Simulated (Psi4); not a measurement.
# HF/STO-3G run of InNH3Cl (SMILES [NH2][InH][Cl])

What is the vertical ionisation energy of InNH3Cl at HF/STO-3G? 

Program for the calculation: Psi4 1.11.

1 further run of the same task is left out (set aside as unsound or not needed).

## 1. The structure to begin with

The species is InNH3Cl (6 atoms), meant as a singlet with charge 0. As SMILES, `[NH2][InH][Cl]`. The shape is that of a PBE0-D4/def2-TZVP optimisation.

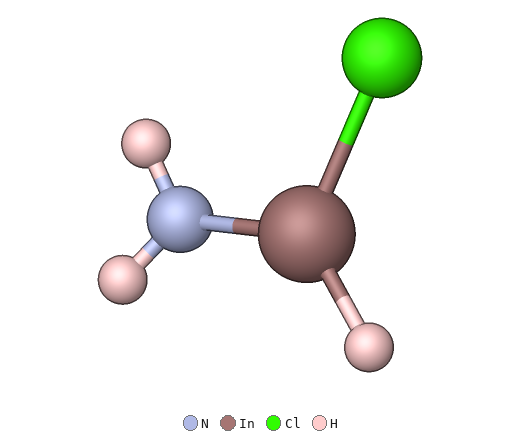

Viewed from a chosen angle; nitrogen light blue, indium brown, chlorine green, hydrogen pink.

## 2. A single-point energy at HF/STO-3G

clh3inn.py

```python
import psi4

psi4.set_memory('1600 MB')
psi4.set_num_threads(1)
psi4.core.set_output_file('clh3inn.out', False)

m = psi4.geometry("""
0 1
N
In 1 1.995092
Cl 2 2.338841 1 109.21054
H 1 1.007319 2 121.55473 3 -161.39576
H 1 1.008088 4 110.99422 2 -146.64709
H 2 1.693091 1 131.52947 4 23.85832
symmetry c1
""")

psi4.set_options({
    'basis': 'STO-3G',
    'puream': True,
    'e_convergence': 1e-09,
    'd_convergence': 1e-08,
    'scf_type': 'pk',
})

result, w = psi4.energy('scf', return_wfn=True)
psi4.oeprop(w, 'MAYER_INDICES', 'MULLIKEN_CHARGES', 'DIPOLE', title='SCF')
print('E =', round(result, 9))
for k, v in sorted(psi4.core.scalar_variables().items()):
    print(f'{k:45s} {v:18.10f}')
```

Command:

```
$ python clh3inn.py
```

clh3inn.out:

```text
[...]
  Running in c1 symmetry.
[...]
  Nuclear repulsion =  348.328235527364825
[...]
  Multiplicity = 1
[...]
  Nalpha       = 38
  Nbeta        = 38
[...]
    Number of basis functions: 44
[...]
   @RHF iter   1: -6192.68412193743552   -3.47135e+00   1.39121e-02 DIIS/ADIIS
[...]
   @RHF iter  11: -6193.04373314195254    3.63798e-12   2.19355e-09 DIIS
[...]
    Orbital Energies [Eh]
    ---------------------
    Doubly Occupied:
       1A   -986.922993     2A   -146.058634     3A   -138.070765
       4A   -138.069338     5A   -138.068864     6A   -103.556874
       7A    -27.744662     8A    -24.764416     9A    -24.760187
      10A    -24.758943    11A    -16.630449    12A    -16.630359
      13A    -16.629085    14A    -16.624800    15A    -16.624170
      16A    -15.226984    17A    -10.254746    18A     -7.697478
      19A     -7.694004    20A     -7.693700    21A     -4.281014
      22A     -3.101277    23A     -3.093739    24A     -3.087377
      25A     -1.024686    26A     -0.933414    27A     -0.608329
      28A     -0.602330    29A     -0.596638    30A     -0.595306
      31A     -0.592170    32A     -0.552586    33A     -0.462980
      34A     -0.397510    35A     -0.356014    36A     -0.346861
[...]
  @RHF Final Energy: -6193.04373314195254
   => Energetics <=
    Nuclear Repulsion Energy =            348.3282355273648250
    One-Electron Energy =               -9271.2655547614085663
    Two-Electron Energy =                2729.8935860920919367
    Total Energy =                      -6193.0437331419525435
[...]
 Multipole Moments:
 ------------------------------------------------------------------------------------
     Multipole            Electronic (a.u.)      Nuclear  (a.u.)        Total (a.u.)
 ------------------------------------------------------------------------------------
 L = 1.  Multiply by 2.5417464519 to convert [e a0] to [Debye]
 Dipole X            :         -0.0896299            0.4281662            0.3385364
 Dipole Y            :          4.6234917           -3.2360194            1.3874723
 Dipole Z            :          4.2575869           -4.7480978           -0.4905110
 Magnitude           :                                                    1.5100620
[...]
  Mulliken Charges: (a.u.)
   Center  Symbol    Alpha    Beta     Spin     Total
       1     N     3.79883  3.79883  0.00000 -0.59767
       2    IN    24.00539 24.00539  0.00000  0.98922
       3    CL     8.75103  8.75103  0.00000 -0.50207
       4     H     0.43195  0.43195  0.00000  0.13609
       5     H     0.42923  0.42923  0.00000  0.14154
       6     H     0.58356  0.58356  0.00000 -0.16711
   Total alpha = 38.00000, Total beta = 38.00000, Total charge =  0.00000
  Mayer Bond Indices:
[...]
```

Standard output:

```text
E = -6193.043733142
CURRENT ENERGY                                  -6193.0437331420
CURRENT REFERENCE ENERGY                        -6193.0437331420
DD SOLVATION ENERGY                                 0.0000000000
HF KINETIC ENERGY                                6184.2061488731
HF POTENTIAL ENERGY                            -12377.2498820150
HF TOTAL ENERGY                                 -6193.0437331420
HF VIRIAL RATIO                                     2.0014290572
NUCLEAR REPULSION ENERGY                          348.3282355274
ONE-ELECTRON ENERGY                             -9271.2655547614
PCM POLARIZATION ENERGY                             0.0000000000
PE ENERGY                                           0.0000000000
SCF ITERATION ENERGY                            -6193.0437331420
SCF ITERATIONS                                     11.0000000000
SCF TOTAL ENERGY                                -6193.0437331420
TWO-ELECTRON ENERGY                              2729.8935860921
```

Run time: 1.5 s. Hardware: 1 thread of Intel Xeon 6975P-C (Granite Rapids), shared host; peak memory 0.19 GiB.

## 3. The doublet cation, same level

input.in

```
memory 1600 MB

molecule m {
  1 2
  N     -1.020800     0.188100    -0.504100
  In     0.792100     0.148600     0.327900
  Cl     0.990800    -1.771000     1.649200
  H     -1.219400     0.761400    -1.308200
  H     -1.558200    -0.664500    -0.526800
  H      2.057500     1.273400     0.315800
  symmetry c1
}

set reference uhf
set puream true
set e_convergence 1e-09
set d_convergence 1e-08
set scf_type pk
set maxiter 100

energy_value, wavefunction = energy("scf/STO-3G", return_wfn=True)
oeprop(wavefunction, "MULLIKEN_CHARGES", "DIPOLE", "LOWDIN_CHARGES")
```

Command:

```
$ psi4 -n 1 input.in input.out
```

input.out:

```text
[...]
  Running in c1 symmetry.
[...]
  Nuclear repulsion =  348.328211132540332
[...]
  Multiplicity = 2
[...]
  Nalpha       = 38
  Nbeta        = 37
[...]
    Number of basis functions: 44
[...]
   @UHF iter   1: -6192.36878367822374   -3.15601e+00   1.66095e-02 DIIS/ADIIS
[...]
   @UHF iter  15: -6192.84237398049663    7.27596e-12   8.40228e-09 DIIS
[...]
   @S^2 Observed:                7.590876581E-01
[...]
    Orbital Energies [Eh]
    ---------------------
    Alpha Occupied:
       1A   -987.179737     2A   -146.314846     3A   -138.327035
       4A   -138.325589     5A   -138.325152     6A   -103.773932
       7A    -28.000411     8A    -25.020086     9A    -25.015979
      10A    -25.014741    11A    -16.886292    12A    -16.886102
      13A    -16.884974    14A    -16.880759    15A    -16.880334
      16A    -15.766396    17A    -10.465222    18A     -7.908022
      19A     -7.904337    20A     -7.903820    21A     -4.536064
      22A     -3.354972    23A     -3.348038    24A     -3.343758
      25A     -1.506126    26A     -1.122844    27A     -0.988022
      28A     -0.935572    29A     -0.882565    30A     -0.848457
      31A     -0.846426    32A     -0.841071    33A     -0.826466
      34A     -0.789992    35A     -0.617941    36A     -0.549994
[...]
  @UHF Final Energy: -6192.84237398049663
   => Energetics <=
    Nuclear Repulsion Energy =            348.3282111325403321
    One-Electron Energy =               -9251.3576049844705267
    Two-Electron Energy =                2710.1870198714327671
    Total Energy =                      -6192.8423739804966317
  UHF NO Occupations:
  HONO-2 :   36  A 1.9987117
  HONO-1 :   37  A 1.9978534
[...]
 Multipole Moments:
 ------------------------------------------------------------------------------------
     Multipole            Electronic (a.u.)      Nuclear  (a.u.)        Total (a.u.)
 ------------------------------------------------------------------------------------
 L = 1.  Multiply by 2.5417464519 to convert [e a0] to [Debye]
 Dipole X            :          2.5523030           -4.8978477           -2.3455447
 Dipole Y            :          4.4749093           -2.9129384            1.5619709
 Dipole Z            :         -1.6739403           -0.8517307           -2.5256710
 Magnitude           :                                                    3.7842234
[...]
  Mulliken Charges: (a.u.)
   Center  Symbol    Alpha    Beta     Spin     Total
       1     N     4.24007  3.07468  1.16539 -0.31474
       2    IN    23.89622 23.91988 -0.02366  1.18390
       3    CL     8.69489  8.68807  0.00682 -0.38296
       4     H     0.31487  0.38716 -0.07230  0.29797
       5     H     0.31323  0.38528 -0.07205  0.30150
       6     H     0.54072  0.54494 -0.00422 -0.08566
   Total alpha = 38.00000, Total beta = 37.00000, Total charge =  1.00000
  Lowdin Charges: (a.u.)
   Center  Symbol    Alpha    Beta     Spin     Total
[...]
```

It took 1.5 s on 1 thread of Intel Xeon 6975P-C (Granite Rapids), shared host; peak memory 0.19 GiB.

## 4. Summary of results

At HF/STO-3G:

```
                                          quantity           value
                     singlet InNH3Cl: total energy  -6193.04373 Eh
                    singlet InNH3Cl: dipole moment          3.84 D
                      singlet InNH3Cl: HOMO energy        -8.02 eV
                      singlet InNH3Cl: LUMO energy         5.83 eV
                    singlet InNH3Cl: HOMO–LUMO gap        13.85 eV
                      doublet cation: total energy  -6192.84237 Eh
doublet cation: HOMO energy (highest over α and β)       -14.16 eV
 doublet cation: LUMO energy (lowest over α and β)        -3.64 eV
                              doublet cation: ⟨S²⟩           0.759
vertical ionisation energy (to the doublet cation)        5.479 eV
```

Removing an electron at fixed nuclei costs 5.48 eV (529 kJ/mol). −ε(HOMO) before ionisation, 8.02 eV, is 2.55 eV above this ionisation energy. In a minimal basis such a difference can be off by several eV, whatever the method. Mulliken charges (singlet InNH3Cl) run from -0.60 on N1 to +0.99 on In2; they depend strongly on the basis. Relativity is left out (singlet InNH3Cl) although the molecule holds a heavy atom. Relativity is left out (doublet cation) although the molecule holds a heavy atom.
